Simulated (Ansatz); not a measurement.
The starting structures come from a database of crystals and need not be the phases stable at ambient conditions.

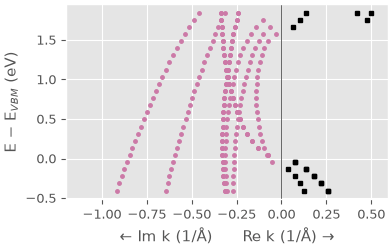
Figure. Complex bands at the centre of the two-dimensional zone; r2SCAN run with Ansatz (a quantum-chemistry and plane-wave program)

The gap is the functional's own. No spin-orbit coupling. Mid-gap values are interpolated on the energy grid.

Problem. This is Cd(GaTe2)2 (I-4, not sure to be the ambient phase, 7 atoms a cell, 32.9 Å³ an atom) along the normal of (001). Read off the slowest decay at the centre of the two-dimensional zone at 0.77 eV, the computed energy nearest the middle of the gap.

Solution. κ ≈ 0.14 1/Å, a decay length 1/(2κ) of the density of 3.6 Å.
